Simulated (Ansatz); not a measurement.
**SiNH5 (Si(NH2)H3): MP2/STO-3G**

Aim: the vertical electron affinity of SiNH5 (Si(NH2)H3) at MP2/STO-3G, from 2 runs. 

The calculation is run with Ansatz 0.2.0.

49 further runs of the same task are left out: 49 set aside as unsound or not needed.

### Step 1. The structure to begin with

SiNH5 has 7 atoms, charge 0, and is taken as a singlet. SMILES: `[H][Si]([H])([H])N`. The coordinates come from a GFN2-xTB relaxation.

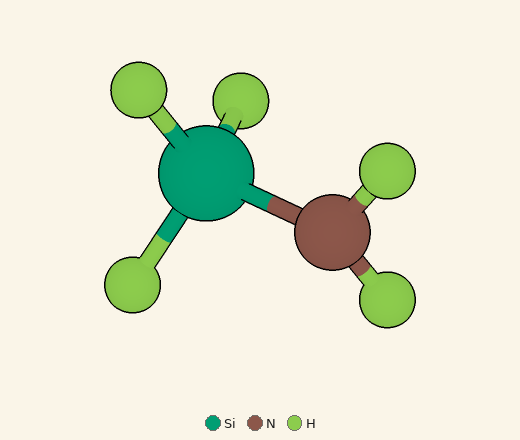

Viewed from a chosen angle; silicon teal, nitrogen brown, hydrogen green.

### Step 2. The energy at MP2/STO-3G

in.yaml

```yaml
crystal:
  periodic: [false, false, false]
  atoms:
    - {symbol: Si, position_ang: [-0.000690, 0.002380, -0.682990]}
    - {symbol: "N", position_ang: [0.090660, 0.178690, 1.028560]}
    - {symbol: H, position_ang: [0.707680, -0.428190, 1.543790]}
    - {symbol: H, position_ang: [-0.763660, 0.307400, 1.545850]}
    - {symbol: H, position_ang: [1.387750, -0.009920, -1.135540]}
    - {symbol: H, position_ang: [-0.747920, 1.169350, -1.146100]}
    - {symbol: H, position_ang: [-0.673820, -1.219710, -1.153570]}
basis:
  gaussian:
    orbitals: STO-3G
correlation:
  method: mp2
  frozen_orbitals: {H: 0, "N": 1, Si: 5}
accuracy: high
```

On the command line:

```console
$ ansatz run in.yaml --threads 1 --pin off --max-ram 2610MiB --events-out events.jsonl --progress --plain --runs-dir runs
```

What it wrote:

```text
Warning: RAYON_NUM_THREADS=1 ignored (pool sized by the plan → 1); use --threads N
Functional definition: HF
  name "HF"
  exchange = exact_x
  correlation = 0
337 factors; integrals over basis functions are off by at most 8.3e-9 eV
mean field evaluation 1: about -9312.3447 eV, gradient 1.4e1 eV
mean field evaluation 2: about -9312.3818 eV, gradient 1.5e1 eV
mean field evaluation 4: about -9313.0715 eV, gradient 7.2e-1 eV
mean field evaluation 8: about -9313.0743 eV, gradient 1.6e-6 eV
mean field -9313.07429822 eV, -342.2491678313 hartree, gradient 9.0e-9 eV, S^2 0.000000; 0 other end points of the search recorded, 0 dependent functions left out
6 core orbitals not correlated: weight in the atoms' cores, before any rotation towards them, 1.000 or more for the frozen orbitals, at most 0.000 for the correlated occupied ones
reference -9313.07429822 eV, -342.2491678313 hartree; 7, 7 occupied and 6, 6 virtual orbitals, 337 factors
second order -2.28251414 eV of doubles, -0.00000000 eV of singles
Total energy: -9315.35681236 eV, -342.3330486787 hartree
```

Run time: 0.1 s. Hardware: 1 thread of Arm Neoverse V2, shared host.

### Step 3. The doublet anion at the same level

run.yaml

```yaml
crystal:
  periodic: [false, false, false]
  atoms:
    - symbol: Si
      position_ang: [-0.000690, 0.002380, -0.682990]
    - symbol: N
      position_ang: [0.090660, 0.178690, 1.028560]
    - symbol: H
      position_ang: [0.707680, -0.428190, 1.543790]
    - symbol: H
      position_ang: [-0.763660, 0.307400, 1.545850]
    - symbol: H
      position_ang: [1.387750, -0.009920, -1.135540]
    - symbol: H
      position_ang: [-0.747920, 1.169350, -1.146100]
    - symbol: H
      position_ang: [-0.673820, -1.219710, -1.153570]
basis:
  gaussian: {orbitals: STO-3G}
magnetization: {spin_polarized: true, initial_magnetization: 1}
total_charge: -1
correlation: {method: mp2, frozen_orbitals: {H: 0, "N": 1, Si: 5}}
accuracy: high
```

On the command line:

```console
$ ansatz run run.yaml --threads 1 --pin off --max-ram 2610MiB --events-out events.jsonl --progress --plain --runs-dir runs
```

What it wrote:

```text
Warning: RAYON_NUM_THREADS=1 ignored (pool sized by the plan → 1); use --threads N
Functional definition: HF
  name "HF"
  exchange = exact_x
  correlation = 0
337 factors; integrals over basis functions are off by at most 8.3e-9 eV
mean field evaluation 1: about -9298.3582 eV, gradient 7.5e0 eV
mean field evaluation 2: about -9298.4863 eV, gradient 7.5e0 eV
mean field evaluation 4: about -9299.1787 eV, gradient 1.0e0 eV
mean field evaluation 8: about -9299.2397 eV, gradient 1.8e-1 eV
mean field evaluation 16: about -9299.5497 eV, gradient 1.5e0 eV
mean field evaluation 32: about -9299.6123 eV, gradient 1.2e0 eV
mean field -9299.87134646 eV, -341.7639683031 hartree, gradient 2.8e-8 eV, S^2 0.759909; 4 other end points of the search recorded, 0 dependent functions left out
6 core orbitals not correlated: weight in the atoms' cores, before any rotation towards them, 1.000 or more for the frozen orbitals, at most 0.000 for the correlated occupied ones
reference -9299.87134646 eV, -341.7639683031 hartree; 8, 7 occupied and 5, 6 virtual orbitals, 337 factors
second order -2.01193426 eV of doubles, -0.00000000 eV of singles
Total energy: -9301.88328072 eV, -341.8379055235 hartree
```

Run time: 0.16 s. Hardware: 1 thread of Arm Neoverse V2, shared host.

### Step 4. Summary of results

Level: MP2/STO-3G, 6 core orbitals frozen.

```
                                                  quantity          value
                               singlet SiNH5: total energy  -342.33305 Eh
singlet SiNH5: correlation energy (6 core orbitals frozen)      -83.9 mEh
                               doublet anion: total energy  -341.83791 Eh
doublet anion: correlation energy (6 core orbitals frozen)      -73.9 mEh
          doublet anion: ⟨S²⟩ of the reference determinant          0.760
         vertical electron affinity (to the doublet anion)     -13.474 eV
```

What this shows: The anion lies 13.47 eV (1300 kJ/mol) above the neutral: the electron isn't bound at this level, and such a value depends on the basis. Without diffuse functions anions come out too high. In a minimal basis such a difference can be off by several eV, whatever the method.
